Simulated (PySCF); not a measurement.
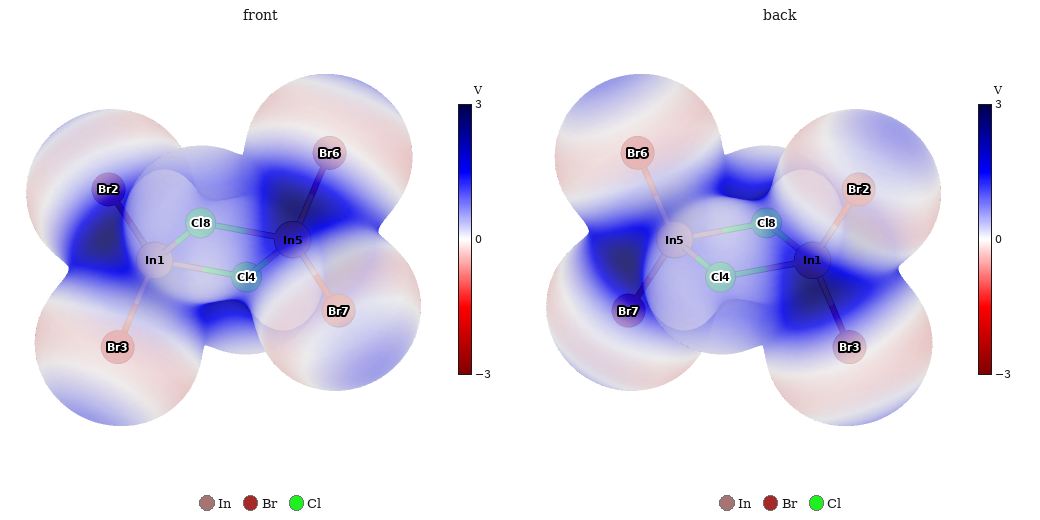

The picture shows: Br$_{4}$Cl$_{2}$In$_{2}$ ((Br2In-mu-Cl)2). The electrostatic potential painted on the density surface at 0.002 e/bohr³, seen from the front and from behind; red is negative and blue positive.

Geometry: PBE0-D3(BJ)/def2-SVP; core potentials replace the inner electrons of In.

The calculation used PySCF, B3LYP/def2-SVPD, SCF density, gas phase, scalar-relativistic core potentials on the heavy atoms.

Input file:

```
{"job": {"kind": "uv", "xc": "B3LYP", "basis": "def2-SVPD", "ip": true, "nstates": 10}, "charge": 0, "multiplicity": 1}
In    -0.714701    -0.822377    -1.483148
Br    -3.147851    -1.045536    -1.647631
Br     0.923404    -1.595769    -3.124879
Cl    -0.042904     1.529258    -0.823887
In     0.749530     0.801787     1.462917
Br    -0.889133     1.574934     3.104020
Br     3.182970     1.022151     1.625486
Cl     0.076917    -1.550118     0.803411
```

Run with:

```sh
OMP_NUM_THREADS=1 python probes_run.py task.json out
```

**Which sites attract a positive test charge, and which a negative one?**

A positive charge is drawn to the negative regions and a negative charge to the positive ones. The most negative region (about −0.2 V) lies over Br2, Br3, Br6 and Br7, the most positive (about +2.7 V) over In1 and In5. Br2 shows a σ-hole: about +0.6 V at the tip opposite its bond, against about −0.1 V on its flanks. Br3 shows a σ-hole: about +0.5 V at the tip opposite its bond, against about −0.1 V on its flanks. Br6 shows a σ-hole: about +0.5 V at the tip opposite its bond, against about −0.1 V on its flanks. Br7 shows a σ-hole: about +0.6 V at the tip opposite its bond, against about −0.1 V on its flanks.
